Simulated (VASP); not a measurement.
# A VASP study of SnSe2 (LDA): structure first, properties next, part 2 of 5

What structure does SnSe2 take at this level, and what are its properties? The start cell is built, not measured: it takes the structure of COD entry 9009120, SnS2 (space group 164 there), with some of its atoms replaced by other elements, volume scaled by an estimate.

VASP 6.6.1; LDA; plane waves and PAW (Sn_d, Se).

Still holding for the runs below: The bonds form layers, held to each other by dispersion, which LDA lacks; its overbinding stands in for it by accident.

So far, gap on the k-mesh (eV): step 2 (rough relaxation of the start cell) 0.404.

**3. Relaxing cell and atoms (LDA)**

Properties are meant for the cell that this level of theory prefers, so cell and atoms are relaxed first (ISIF = 3) until forces and stress are small; EDIFFG sets the threshold.

INCAR

```
SYSTEM = SnSe2
PREC = Accurate
ENCUT = 400
EDIFF = 1E-06
NELM = 100
ISMEAR = -1
SIGMA = 0.05
LREAL = .FALSE.
ALGO = Normal
GGA = CA
NBANDS = 19
LORBIT = 11
LWAVE = .FALSE.
LCHARG = .FALSE.
IBRION = 2
NSW = 60
ISIF = 3
EDIFFG = -0.01
```

POSCAR

```
SnSe2
1.0
    3.8047695997      0.0000000000      0.0000000000
   -1.9023847999      3.2950275386      0.0000000000
    0.0000000000      0.0000000000      5.9598504744
Sn Se
1 2
Direct
    0.0000000000      0.0000000000      0.0000000000
    0.3333333300      0.6666666700      0.2636671560
    0.6666666700      0.3333333300      0.7363328440
```

KPOINTS

```
Automatic mesh
0
Gamma
7 7 4
0 0 0
```

PAW data sets: Sn_d and Se (LDA family, release 64).

Started as:

```sh
> mpirun -np 1 vasp_std
```

Output:

```text
[... set-up lines as in an earlier step ...]
 entering main loop
       N       E                     dE             d eps       ncg     rms          rms(c)
DAV:   1     0.180693845337E+03    0.18069E+03   -0.10601E+04  1076   0.130E+03
DAV:   2     0.589733881624E+01   -0.17480E+03   -0.16857E+03  1168   0.347E+02
DAV:   3    -0.134360864294E+02   -0.19333E+02   -0.18864E+02  1316   0.107E+02
DAV:   4    -0.140650020829E+02   -0.62892E+00   -0.62750E+00  1309   0.204E+01
DAV:   5    -0.140797761215E+02   -0.14774E-01   -0.14773E-01  1417   0.317E+00    0.528E+00
DAV:   6    -0.138224332263E+02    0.25734E+00   -0.50054E-01  1574   0.756E+00    0.336E+00
DAV:   7    -0.137910151656E+02    0.31418E-01   -0.14189E-01  1223   0.235E+00    0.961E-01
DAV:   8    -0.137878135273E+02    0.32016E-02   -0.10027E-02  1354   0.982E-01    0.266E-01
DAV:   9    -0.137875779783E+02    0.23555E-03   -0.11367E-03  1185   0.240E-01    0.795E-02
DAV:  10    -0.137875766306E+02    0.13477E-05   -0.89318E-05  1210   0.630E-02    0.290E-02
DAV:  11    -0.137875784846E+02   -0.18540E-05   -0.10439E-05  1154   0.194E-02    0.453E-03
DAV:  12    -0.137875782030E+02    0.28165E-06   -0.84266E-07   691   0.655E-03
   1 F= -.13787578E+02 E0= -.13787384E+02  d E =-.137876E+02
 curvature:   0.00 expect dE= 0.000E+00 dE for cont linesearch  0.000E+00
 trial: gam= 0.00000 g(F)=  0.528E-03 g(S)=  0.660E-04 ort = 0.000E+00 (trialstep = 0.100E+01)
 search vector abs. value=  0.594E-03
 bond charge predicted
       N       E                     dE             d eps       ncg     rms          rms(c)
DAV:   1    -0.137882224107E+02   -0.64393E-03   -0.24935E-02  1151   0.122E+00    0.941E-02
DAV:   2    -0.137881049770E+02    0.11743E-03   -0.13841E-03  1211   0.318E-01    0.457E-02
DAV:   3    -0.137880495418E+02    0.55435E-04   -0.12258E-04  1333   0.145E-01    0.182E-02
DAV:   4    -0.137880428603E+02    0.66814E-05   -0.14374E-05  1574   0.460E-02    0.628E-03
DAV:   5    -0.137880423242E+02    0.53613E-06   -0.10112E-06   637   0.114E-02
   2 F= -.13788042E+02 E0= -.13787845E+02  d E =-.464121E-03
[... from here on, the cycles between the ionic steps are left out ...]
   3 F= -.13788230E+02 E0= -.13788029E+02  d E =-.652079E-03
   4 F= -.13788539E+02 E0= -.13788331E+02  d E =-.309154E-03
   5 F= -.13788567E+02 E0= -.13788354E+02  d E =-.336426E-03
   6 F= -.13788743E+02 E0= -.13788518E+02  d E =-.176547E-03
   7 F= -.13789142E+02 E0= -.13788872E+02  d E =-.575165E-03
   8 F= -.13789311E+02 E0= -.13788924E+02  d E =-.743845E-03
   9 F= -.13789420E+02 E0= -.13789005E+02  d E =-.109781E-03
  10 F= -.13789475E+02 E0= -.13789070E+02  d E =-.164278E-03
  11 F= -.13789475E+02 E0= -.13789070E+02  d E =-.164437E-03
  12 F= -.13789432E+02 E0= -.13789037E+02  d E =-.121920E-03
  13 F= -.13789474E+02 E0= -.13789071E+02  d E =-.163210E-03
  14 F= -.13789474E+02 E0= -.13789071E+02  d E =-.163787E-03
  15 F= -.13789475E+02 E0= -.13789071E+02  d E =-.164280E-03
 curvature:  -0.02 expect dE=-0.131E-05 dE for cont linesearch -0.185E-06
 ZBRENT: accuracy reached
 trial: gam=-0.03690 g(F)=  0.310E-04 g(S)=  0.280E-04 ort = 0.657E-04 (trialstep = 0.914E+00)
 search vector abs. value=  0.548E-04
 bond charge predicted
       N       E                     dE             d eps       ncg     rms          rms(c)
DAV:   1    -0.137895631946E+02   -0.87612E-04   -0.23344E-03  1201   0.441E-01    0.409E-02
DAV:   2    -0.137895233272E+02    0.39867E-04   -0.13220E-04  1295   0.126E-01    0.218E-02
DAV:   3    -0.137895099427E+02    0.13384E-04   -0.33429E-05  1372   0.781E-02    0.687E-03
DAV:   4    -0.137895092198E+02    0.72290E-06   -0.29774E-06   865   0.152E-02
  16 F= -.13789509E+02 E0= -.13789102E+02  d E =-.343858E-04
 trial-energy change:   -0.000034  1 .order   -0.000037   -0.000052   -0.000022
 step:   1.5939(harm=  1.5939)  dis= 0.00142  next Energy=   -13.789520 (dE=-0.451E-04)
 reached required accuracy - stopping structural energy minimisation
```

Elapsed: 2.1 min, on 1 MPI rank of Intel Xeon Platinum 8375C at 2.90GHz (Ice Lake), shared host; peak memory 0.17 GiB.

From OUTCAR (step 3):

```text
  LATTYP: Found a hexagonal cell.
 ALAT       =     3.8047695997
 C/A-ratio  =     1.5664156050

The static configuration has the point symmetry D_3d.

 Found     28 irreducible k-points:

   k-points           NKPTS =     28   k-points in BZ     NKDIM =     28   number of bands    NBANDS=     19

   dimension x,y,z NGX =    28 NGY =   28 NGZ =   40
   dimension x,y,z NGXF=    56 NGYF=   56 NGZF=   80

   ENCUT  =  400.0 eV  29.40 Ry    5.42 a.u.   6.20  6.20  9.72*2*pi/ulx,y,z

   NELECT =      26.0000    total number of electrons

 E-fermi :   5.0627

 k-point     1 :       0.0000    0.0000    0.0000
  band No.  band energies     occupation
    ...
      9       4.0589      2.00000
     10       4.0589      2.00000
     11       4.2113      2.00000
     12       4.2113      2.00000
     13       4.8045      1.98861
     14       5.4525      0.00082
     15       7.6105      0.00000
     16       9.2722      0.00000
     17       9.2722      0.00000
     18      12.9506      0.00000
    ...

 k-point     2 :       0.1429   -0.0000    0.0000
  band No.  band energies     occupation
    ...
      9       2.2200      2.00000
     10       3.2391      2.00000
     11       3.2942      2.00000
     12       4.5908      1.99984
     13       4.8805      1.94899
     14       6.7492      0.00000
     15       8.2699      0.00000
     16       9.0273      0.00000
     17       9.5302      0.00000
     18      11.9528      0.00000
    ...

  Total        0.0022334      0.0022334     -0.0165958     -0.0000000      0.0000000     -0.0000000
  in kB        0.0486266      0.0486266     -0.3613262     -0.0000000      0.0000000     -0.0000000
  external PRESSURE =      -0.0880243 kB  Pullay stress =       0.0000000 kB

  energy-cutoff  :      400.00
  volume of cell :       73.59
      direct lattice vectors                 reciprocal lattice vectors
     3.805266657 -0.000000000  0.000000000     0.262793673  0.151723979 -0.000000000
    -1.902633328  3.295458003 -0.000000000     0.000000000  0.303447958  0.000000000
     0.000000000 -0.000000000  5.868258188    -0.000000000 -0.000000000  0.170408317

 POSITION                                       TOTAL-FORCE (eV/Angst)
 -----------------------------------------------------------------------------------
      0.00000     -0.00000      5.86826        -0.000000     -0.000000      0.000000
     -0.00000      2.19697      1.57828        -0.000000      0.000000     -0.009829
      1.90263      1.09849      4.28998         0.000000     -0.000000      0.009829
 -----------------------------------------------------------------------------------
    total drift:                               -0.000000     -0.000000     -0.000000

  FREE ENERGIE OF THE ION-ELECTRON SYSTEM (eV)
  ---------------------------------------------------
  free  energy   TOTEN  =       -13.7895092198 eV

  energy  without entropy=      -13.7886951875  energy(sigma->0) =      -13.78910220

 total charge
# of ion       s       p       d       tot
------------------------------------------
    1        1.084   1.053  10.099  12.236
    2        1.493   2.298   0.030   3.821
    3        1.493   2.298   0.030   3.821
--------------------------------------------------
tot          4.069   5.650  10.160  19.879

[... 2 parts as in an earlier step ...]

[... 7 further parts left out ...]
```

CONTCAR:

```
SnSe2
   1.00000000000000
     3.8052666565391409   -0.0000000000000054    0.0000000000000001
    -1.9026333283195820    3.2954580025808711   -0.0000000000000000
     0.0000000000000001   -0.0000000000000002    5.8682581879274984
  Sn              Se
     1     2
Direct
     0.0000000000000000    0.0000000000000000    1.0000000000000000
     0.3333333300000021    0.6666666699999979    0.2689524410734072
     0.6666666699999979    0.3333333300000021    0.7310475589265928
```

Relaxation path:

```csv
step,energy less that of the first step (eV),largest force (eV/Å),pressure (GPa),volume (Å³)
1,0.0000,0.0740,-0.04,74.72
2,-0.0005,0.0416,-0.10,74.65
3,-0.0007,0.0089,-0.16,74.58
4,-0.0010,0.0252,0.04,74.26
5,-0.0010,0.0340,0.17,74.10
6,-0.0012,0.0307,0.19,74.02
7,-0.0016,0.0214,0.19,73.80
8,-0.0017,0.0038,0.22,73.36
9,-0.0018,0.0314,-0.13,73.69
10,-0.0019,0.0188,-0.01,73.57
11,-0.0019,0.0182,-0.03,73.56
12,-0.0019,0.0072,0.12,73.46
13,-0.0019,0.0170,0.00,73.55
14,-0.0019,0.0173,0.03,73.55
15,-0.0019,0.0179,0.03,73.56
16,-0.0019,0.0098,-0.01,73.59
```

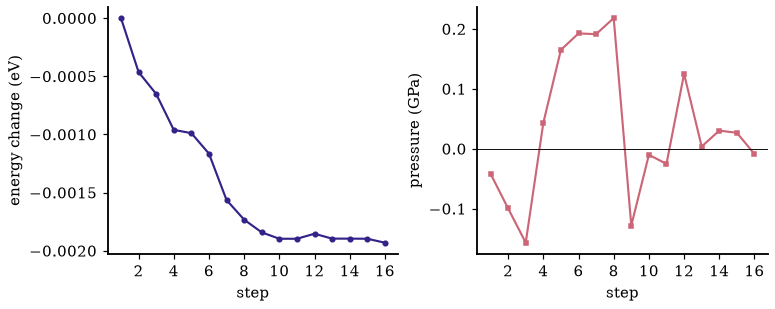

Energy and pressure along the relaxation.

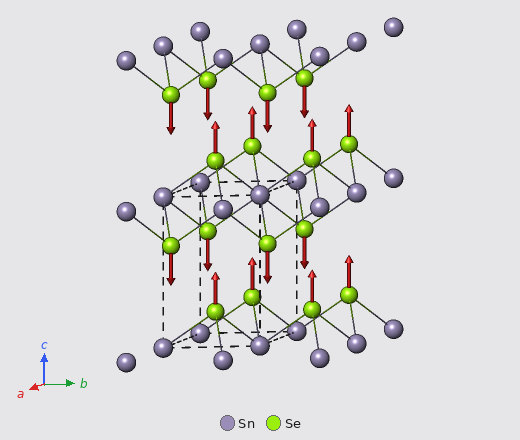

Displacements in the relaxation, exaggerated, measured against the changing cell; the longest in the cell stands for 0.03 Å. Bonds to atoms that aren't drawn are left out. 2×2×2 cells are drawn. Some periodic images of atoms are drawn too.

```csv
"conventional cell, symmetrised",before,after,change
a (Å),3.805,3.805,+0.0 %
b (Å),3.805,3.805,+0.0 %
c (Å),5.960,5.868,-1.5 %
volume (Å³/atom),24.91,24.53,-1.5 %
```

The atoms that moved most (Å, as changes of fractional coordinates times the final cell):

```csv
atom,dx,dy,dz,length
Se2,0.000,0.000,0.031,0.031
Se3,0.000,0.000,-0.031,0.031
```

The relaxed structure:

```cif
data_structure
_symmetry_space_group_name_H-M 'P 1'
_symmetry_Int_Tables_number 1
_cell_length_a 3.8053
_cell_length_b 3.8053
_cell_length_c 5.8683
_cell_angle_alpha 90.000
_cell_angle_beta 90.000
_cell_angle_gamma 120.000
_cell_volume 73.59
loop_
_atom_site_label
_atom_site_type_symbol
_atom_site_fract_x
_atom_site_fract_y
_atom_site_fract_z
_atom_site_occupancy
Sn1 Sn 0.00000 0.00000 0.00000 1
Se2 Se 0.33333 0.66667 0.26895 1
Se3 Se 0.66667 0.33333 0.73105 1
```

Numbers from this step:

- irreducible k-points: 28
- free energy (TOTEN): -13.79 eV
- energy at zero smearing: -13.79 eV
- Fermi energy: 5.063 eV
- pressure: -0.008802 GPa
- valence top at k: 0.1429, 0, 0
- conduction bottom at k: 0, 0.4286, 0.25
- SCF cycles over all ionic steps: 84
- gap on the k-mesh: 0.3610 eV
- least direct gap on the k-mesh: 0.6480 eV

It ends with a largest force of 0.010 eV/Å and a pressure of -0.01 GPa.

**4. Second relaxation**

A relaxation keeps the plane waves of the cell it began with, so it is repeated from the new cell, on a basis made for it.

INCAR is that of step 3.

POSCAR

```
SnSe2
1.0
    3.8052666565      0.0000000000      0.0000000000
   -1.9026333283      3.2954580026      0.0000000000
    0.0000000000      0.0000000000      5.8682581879
Sn Se
1 2
Direct
    0.0000000000      0.0000000000      0.0000000000
    0.3333333300      0.6666666700      0.2689524411
    0.6666666700      0.3333333300      0.7310475589
```

KPOINTS is that of step 3.

Started as:

```sh
> mpirun -np 1 vasp_std
```

Output:

```text
[... set-up lines as in an earlier step ...]
 entering main loop
       N       E                     dE             d eps       ncg     rms          rms(c)
DAV:   1     0.178986207060E+03    0.17899E+03   -0.10676E+04  1103   0.132E+03
DAV:   2     0.552260315412E+01   -0.17346E+03   -0.16791E+03  1149   0.343E+02
DAV:   3    -0.134627822356E+02   -0.18985E+02   -0.18485E+02  1306   0.108E+02
DAV:   4    -0.140599579422E+02   -0.59718E+00   -0.59608E+00  1216   0.203E+01
DAV:   5    -0.140749407569E+02   -0.14983E-01   -0.14982E-01  1477   0.327E+00    0.529E+00
DAV:   6    -0.138229120623E+02    0.25203E+00   -0.49440E-01  1567   0.750E+00    0.337E+00
DAV:   7    -0.137924562801E+02    0.30456E-01   -0.13703E-01  1232   0.229E+00    0.975E-01
DAV:   8    -0.137893339784E+02    0.31223E-02   -0.95661E-03  1328   0.952E-01    0.263E-01
DAV:   9    -0.137891020543E+02    0.23192E-03   -0.11093E-03  1186   0.235E-01    0.785E-02
DAV:  10    -0.137891009164E+02    0.11378E-05   -0.89965E-05  1211   0.622E-02    0.283E-02
DAV:  11    -0.137891026019E+02   -0.16855E-05   -0.10295E-05  1167   0.193E-02    0.458E-03
DAV:  12    -0.137891023556E+02    0.24634E-06   -0.80407E-07   667   0.638E-03
   1 F= -.13789102E+02 E0= -.13788695E+02  d E =-.137891E+02
 curvature:   0.00 expect dE= 0.000E+00 dE for cont linesearch  0.000E+00
 trial: gam= 0.00000 g(F)=  0.975E-05 g(S)=  0.314E-05 ort = 0.000E+00 (trialstep = 0.100E+01)
 search vector abs. value=  0.129E-04
 bond charge predicted
       N       E                     dE             d eps       ncg     rms          rms(c)
DAV:   1    -0.137891186414E+02   -0.16039E-04   -0.53925E-04  1151   0.182E-01    0.167E-02
DAV:   2    -0.137891130958E+02    0.55456E-05   -0.29752E-05  1231   0.514E-02    0.885E-03
DAV:   3    -0.137891110653E+02    0.20305E-05   -0.47976E-06  1115   0.279E-02    0.320E-03
DAV:   4    -0.137891108582E+02    0.20708E-06   -0.27789E-07   583   0.752E-03
   2 F= -.13789111E+02 E0= -.13788703E+02  d E =-.850264E-05
 trial-energy change:   -0.000009  1 .order   -0.000009   -0.000013   -0.000005
 step:   1.6813(harm=  1.6813)  dis= 0.00082  next Energy=   -13.789113 (dE=-0.108E-04)
 reached required accuracy - stopping structural energy minimisation
```

Elapsed: 25 s, on 1 MPI rank; peak memory 0.16 GiB.

Parts of OUTCAR (step 4):

```text
  LATTYP: Found a hexagonal cell.
 ALAT       =     3.8052666565
 C/A-ratio  =     1.5421411211

The static configuration has the point symmetry D_3d.

 Found     28 irreducible k-points:

   ENCUT  =  400.0 eV  29.40 Ry    5.42 a.u.   6.21  6.21  9.57*2*pi/ulx,y,z

   NELECT =      26.0000    total number of electrons

 E-fermi :   5.0618

 k-point     1 :       0.0000    0.0000    0.0000
  band No.  band energies     occupation
    ...
      9       4.0549      2.00000
     10       4.0549      2.00000
     11       4.2081      2.00000
     12       4.2081      2.00000
     13       4.8051      1.98828
     14       5.4498      0.00085
     15       7.6056      0.00000
     16       9.2689      0.00000
     17       9.2689      0.00000
     18      12.9517      0.00000
    ...

 k-point     2 :       0.1429    0.0000    0.0000
  band No.  band energies     occupation
    ...
      9       2.2168      2.00000
     10       3.2370      2.00000
     11       3.2904      2.00000
     12       4.5877      1.99985
     13       4.8798      1.94884
     14       6.7467      0.00000
     15       8.2661      0.00000
     16       9.0247      0.00000
     17       9.5276      0.00000
     18      11.9510      0.00000
    ...

  Total        0.0008823      0.0008823     -0.0044444     -0.0000000     -0.0000000     -0.0000000
  in kB        0.0192076      0.0192076     -0.0967503     -0.0000000     -0.0000000     -0.0000000
  external PRESSURE =      -0.0194450 kB  Pullay stress =       0.0000000 kB

  energy-cutoff  :      400.00
  volume of cell :       73.60
      direct lattice vectors                 reciprocal lattice vectors
     3.805768212 -0.000000000  0.000000000     0.262759040  0.151703983 -0.000000000
    -1.902884106  3.295892363 -0.000000000     0.000000000  0.303407967 -0.000000000
     0.000000000  0.000000000  5.867520347    -0.000000000 -0.000000000  0.170429746

 POSITION                                       TOTAL-FORCE (eV/Angst)
 -----------------------------------------------------------------------------------
      3.80577     -0.00000      0.00000        -0.000000      0.000000      0.000000
     -0.00000      2.19726      1.57760        -0.000000     -0.000000     -0.004571
      1.90288      1.09863      4.28992         0.000000      0.000000      0.004571
 -----------------------------------------------------------------------------------
    total drift:                                0.000000      0.000000     -0.000000

  FREE ENERGIE OF THE ION-ELECTRON SYSTEM (eV)
  ---------------------------------------------------
  free  energy   TOTEN  =       -13.7891108582 eV

  energy  without entropy=      -13.7882953458  energy(sigma->0) =      -13.78870310

 total charge
# of ion       s       p       d       tot
------------------------------------------
    1        1.084   1.054  10.099  12.236
    2        1.493   2.298   0.030   3.821
    3        1.493   2.298   0.030   3.821
--------------------------------------------------
tot          4.069   5.650  10.160  19.879

[... 4 parts as in an earlier step ...]

[... 7 further parts left out ...]
```

Little changed from the start: no atom moved by 0.005 Å and no cell edge by 0.1 %.

Numbers from this step:

| Property | Result |
| --- | --- |
| Fermi energy | 5.062 eV |
| pressure | -0.001945 GPa |
| SCF cycles over all ionic steps | 16 |
| gap on the k-mesh | 0.3607 eV |
| least direct gap on the k-mesh | 0.6447 eV |

It ends with a largest force of 0.005 eV/Å and a pressure of 0.00 GPa. The volume moved by only 0.01 %, so the volume is settled.

(Part 2 of 5 ends here.)

[Lines on the potential files, build, host, timing and source positions are cut from VASP's logs without a mark.]

[Logs are printed without paths, hosts, clocks, repeated set-up lines and the standing remarks that a program may print on its own settings, such as how far it seeks lower states.]

[Hosts, paths, dates, database ids (printed as entryN), source tags and the programs' standing remarks are cut or masked in the printed files.]

[A measured line is paired with the nearest computed mode of its activity, which favours agreement.]

[In band tables of VASP the shares of atoms and orbitals are scaled to a sum of 1 inside the atoms' spheres.]
